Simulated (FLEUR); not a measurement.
# How far to go with the basis cutoff: SbPb (Fm-3m, 2 atoms in the cell)

```xyz
2
Lattice="0.0000 3.1518 3.1518 3.1518 0.0000 3.1518 3.1518 3.1518 0.0000" Properties=species:S:1:pos:R:3 pbc="T T T"
Sb     3.1518     3.1518     3.1518
Pb     0.0000     0.0000     0.0000
```

Level of theory: LDA (Vosko-Wilk-Nusair), all-electron FLAPW (FLEUR), scalar-relativistic valence.

Base settings: Kmax = 3.8 1/bohr; GmaxXC = 11.4 1/bohr; xcFunctional = vwn; jspins = 1; l_soc = F; mode = hist; fermiSmearingEnergy = 0.00367493 Htr; mesh (inpgen div1-3) = 3 3 3; inpgen gamma flag = false; Gmax = 11.4 1/bohr.

Moved along: Gmax, GmaxXC.

The second cell is the first with its lattice scaled by 0.98.

The mesh stays at the base's, so the ladder's end is converged at best in this setting alone.

Only quantities that move along the ladder and can be compared are tabulated.

The starting cell comes from a database of computed structures (which also holds hypothetical and non-ambient phases and stackings), without a prior relaxation at this level. Its lattice was rescaled by up to half a per cent. Values depend on the basis (sphere radii, cutoffs, local orbitals), which need not be converged.

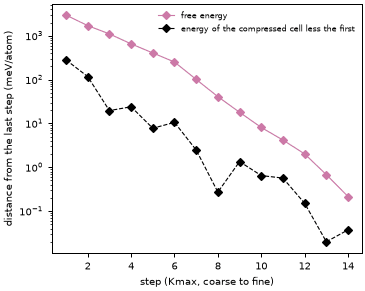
Figure: Distance from the last step along the ladder; very small values are drawn at a floor.

| Kmax | free energy less the last step's (meV/atom) | energy of the compressed cell less the first (meV/atom) |
|---|---|---|
| 2.25 1/bohr | 2968.24 | -289.41 |
| 2.4 1/bohr | 1708.09 | 109.96 |
| 2.55 1/bohr | 1104.22 | -27.04 |
| 2.69 1/bohr | 654.61 | -31.45 |
| 2.82 1/bohr | 406.17 | 0.38 |
| 2.94 1/bohr | 252.19 | -17.97 |
| 3.18 1/bohr | 101.17 | -9.88 |
| 3.4 1/bohr | 40.90 | -7.13 |
| 3.6 1/bohr | 18.01 | -6.05 |
| 3.8 1/bohr | 8.10 | -6.75 |
| 3.99 1/bohr | 4.18 | -7.97 |
| 4.16 1/bohr | 2.02 | -7.55 |
| 4.42 1/bohr | 0.68 | -7.38 |
| 4.65 1/bohr | 0.22 | -7.36 |
| 5.03 1/bohr | 0.00 | -7.40 |

Coarsest Kmax that holds the free energy within 5 meV/atom of the last step, with all finer ones: 3.99 1/bohr; the step before is off by 8.1 meV/atom.

Coarsest Kmax that holds the energy of the compressed cell less the first within 1 meV/atom of the last step, with all finer ones: 3.8 1/bohr; the step before is off by 1.3 meV/atom.

The energy difference between the two cells stays within 1 meV/atom of the last step's from 3.8 1/bohr on, the total only from 4.42 1/bohr on: much of the error is common to both cells and cancels.
